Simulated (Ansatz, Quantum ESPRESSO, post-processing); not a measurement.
# Work-function anisotropy of Sr, part 2 of 2

Wanted: work functions of Sr face by face, under two functionals.

Quantum ESPRESSO 7.5; plane-wave DFT, PBE, GBRV ultrasoft pseudopotentials; geometry and cross-check by Ansatz 0.2.0 with PAW datasets.

So far. Step 11 (Electrostatic potential of (100)): On (100) the work function under LDA lies +0.14 eV from PBE's. Step 12 (Relaxation with Ansatz of (110)): The relaxation lowers the energy by 2 meV an atom. Held were the atoms numbered 3, 4 and 5; the forces quoted are those on the free ones.

## (13) Ground state of (110), PBE

Level of this step: plane-wave DFT, PBE, GBRV ultrasoft pseudopotentials (Quantum ESPRESSO 7.5).

Contents of 110.pbe.in:

```
&control
  prefix = '110.pbe'
  outdir = './out'
  pseudo_dir = './pseudo'
  calculation = 'scf'
  tprnfor = .true.
/
&system
  ibrav = 0
  nat = 7
  ntyp = 1
  ecutwfc = 40
  ecutrho = 200
  occupations = 'smearing'
  smearing = 'mv'
  degauss = 0.02
/
&electrons
  conv_thr = 1e-07
  mixing_beta = 0.4
  electron_maxstep = 120
  mixing_mode = 'local-TF'
/
ATOMIC_SPECIES
  Sr  87.6200  sr_pbe_v1.uspp.F.UPF
CELL_PARAMETERS angstrom
  6.08000000000000 0.00000000000000 0.00000000000000
  0.00000000000000 4.29920922960000 0.00000000000000
  0.00000000000000 0.00000000000000 28.89762768880000
ATOMIC_POSITIONS crystal
  Sr  0.000000000000 0.000000000000 0.281312948731
  Sr  0.500000000000 0.500000000000 0.353660876950
  Sr  0.000000000000 0.000000000000 0.425613111300
  Sr  0.500000000000 0.500000000000 0.500000000000
  Sr  0.000000000000 0.000000000000 0.574386888700
  Sr  0.500000000000 0.500000000000 0.646339126100
  Sr  0.000000000000 0.000000000000 0.718687030358
K_POINTS automatic
  4 8 1 0 0 0
```

Command:

```
> OMP_NUM_THREADS=1 mpirun -n 4 pw.x -nk 2 -in 110.pbe.in > 110.pbe.out
```

It took 2.7 min on 4 MPI ranks of Arm Neoverse V1, shared host; peak memory 1.4 GiB.

Read from the output:

| Item | Value |
| --- | --- |
| free energy | -6679.3596 eV |
| Fermi energy | 1.445 eV |

## (14) Electrostatic potential of (110)

Contents of 110.pbe.pot.in:

```
&inputpp
  prefix = '110.pbe'
  outdir = './out'
  filplot = '110.pbe.pot.dat'
  plot_num = 11
/
```

Command:

```
> OMP_NUM_THREADS=1 mpirun -n 4 pp.x -in 110.pbe.pot.in > 110.pbe.pot.out
```

It took 1.4 s on 4 MPI ranks; peak memory 0.23 GiB.

Numbers from this step:

* work function of the upper face: 2.563 eV
* slope of the potential above: 0.002866 eV/Å
* upper vacuum line continued to the top atoms, over the Fermi level: 2.548 eV
* work function of the lower face: 2.563 eV
* slope of the potential below: -0.002023 eV/Å
* lower vacuum line continued to the bottom atoms, over the Fermi level: 2.552 eV

The potential energy, planar mean oscillates, so the rows of the table below give means over windows of 2.08 Å about each position, cut where the curve ends. Its maxima inside the range that stand out by 2 % of the span (Å: eV): 9.2: -1.17, 11.2: -1.06, 13.4: -0.837, 15.5: -0.837, 17.7: -1.06, 19.7: -1.17. Its minima: 8.1: -8.33, 10.2: -8.02, 12.3: -8.08, 14.4: -8.10, 16.6: -8.08, 18.7: -8.02, 20.8: -8.33.

Electrostatic potential energy of an electron; zero at the Fermi level. Potential energy, planar mean against z; means over each step:

```csv
z (Å),"potential energy, planar mean (eV)"
1.04,2.56
3.12,2.56
5.20,2.40
7.28,-2.13
9.36,-4.24
11.44,-4.17
13.52,-3.87
15.60,-3.86
17.68,-4.17
19.76,-4.27
21.84,-1.04
23.92,2.45
26.00,2.56
28.08,2.56
```

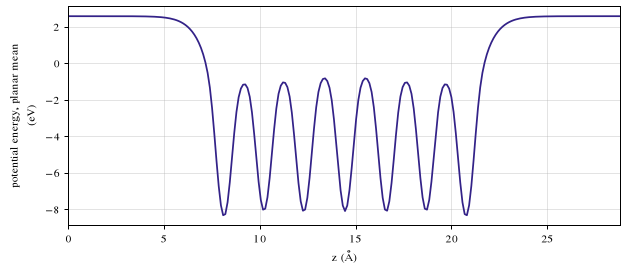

Potential energy, planar mean against z.

## (15) Ground state of (110), LDA

Level of this step: plane-wave DFT, LDA, GBRV ultrasoft pseudopotentials (Quantum ESPRESSO 7.5).

110.lda.in, as its differences from the input of step 13:

```diff
@@ -1,3 +1,3 @@
 &control
-  prefix = '110.pbe'
+  prefix = '110.lda'
   outdir = './out'
@@ -24,3 +24,3 @@
 ATOMIC_SPECIES
-  Sr  87.6200  sr_pbe_v1.uspp.F.UPF
+  Sr  87.6200  sr_lda_v1.uspp.F.UPF
 CELL_PARAMETERS angstrom
```

Command:

```
> OMP_NUM_THREADS=1 mpirun -n 4 pw.x -nk 2 -in 110.lda.in > 110.lda.out
```

It took 2.2 min on 4 MPI ranks; peak memory 1.4 GiB.

This step gave:

```
free energy  : -6684.9740 eV
Fermi energy : 1.275 eV
```

## (16) Potential by pp.x of (110)

Contents of 110.lda.pot.in:

```
&inputpp
  prefix = '110.lda'
  outdir = './out'
  filplot = '110.lda.pot.dat'
  plot_num = 11
/
```

Command:

```
> OMP_NUM_THREADS=1 mpirun -n 4 pp.x -in 110.lda.pot.in > 110.lda.pot.out
```

Elapsed: 1.2 s, on 4 MPI ranks; peak memory 0.22 GiB; 4.6 s of CPU time.

This step gave:

| Item | Value |
| --- | --- |
| work function of the upper face | 2.696 eV |
| slope of the potential above | 0.002495 eV/Å |
| upper vacuum line continued to the top atoms, over the Fermi level | 2.683 eV |
| work function of the lower face | 2.697 eV |
| slope of the potential below | -0.001751 eV/Å |
| lower vacuum line continued to the bottom atoms, over the Fermi level | 2.687 eV |

On (110) the work function under LDA lies +0.13 eV from PBE's.

## (17) The series side by side

All levels:

```csv
level,work function (eV),"Ansatz, PBE (eV)",CPU time (s)
"(111), PBE",2.648,2.679,172.2
"(111), LDA",2.76,-,181
"(100), PBE",2.529,2.544,267.7
"(100), LDA",2.665,-,258.7
"(110), PBE",2.563,2.59,650.2
"(110), LDA",2.696,-,524
```

## (18) By hand

For (111) under PBE, on the run's own zero: φ = 4.557 − (1.909) = 2.648 eV.

## (19) Outcome

```json
{
  "work function of (111), PBE": "2.65 eV",
  "work function of (111), LDA": "2.76 eV",
  "work function of (100), PBE": "2.53 eV",
  "work function of (100), LDA": "2.67 eV",
  "work function of (110), PBE": "2.56 eV",
  "work function of (110), LDA": "2.70 eV"
}
```

In words: Under PBE the work functions are 2.65 eV on (111), 2.56 eV on (110) and 2.53 eV on (100). In order of packing, from 16.01 to 26.14 Å² an atom, the faces are (111), (100) and (110). The work function doesn't follow that order throughout, though the faces out of order lie within 0.1 eV, the error of these thin slabs. LDA lies +0.11 to +0.14 eV from PBE on the same atoms, nearly a rigid shift. The top two spacings change by -3.0 and -1.2 % on (111), -3.6 and -2.0 % on (100) and -2.7 and -3.3 % on (110). Ansatz, with Fermi-Dirac smearing and its own datasets, agrees within 0.03 eV under PBE. The slabs are thin and unreconstructed, at the tabulated lattice constant; thickness and mesh leave some 0.05 to 0.1 eV open.

Calculation against experiment:

| quantity | measured | (111), PBE | (100), PBE | (110), PBE |
| --- | --- | --- | --- | --- |
| work function, loosely compared (polycrystalline sample, no single face) (eV) | 2.59 | 2.65 (+0.06 eV) | 2.53 (-0.06 eV) | 2.56 (-0.03 eV) |

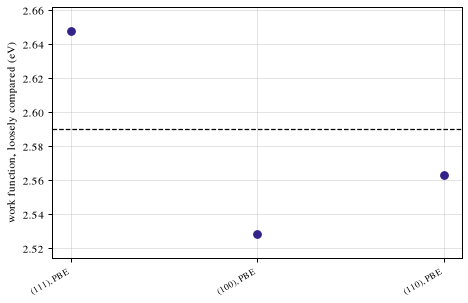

The work function, loosely compared by level; the dashed line is the measured value.

Measured values from arxiv:1902.07811 (2019).

**Verdict.** A polycrystal averages over faces, so this is a loose comparison.

[Logs are printed without paths, hosts, clocks, repeated set-up lines and the standing remarks that a program may print on its own settings, such as how far it seeks lower states.]

[Hosts, paths, dates, database ids (printed as entryN), source tags and the programs' standing remarks are cut or masked in the printed files.]

[Maps of the electrostatic potential energy from Ansatz leave out the sawtooth potential of an applied field or a dipole correction, so their vacuum need not be flat; planar profiles and work functions include it.]
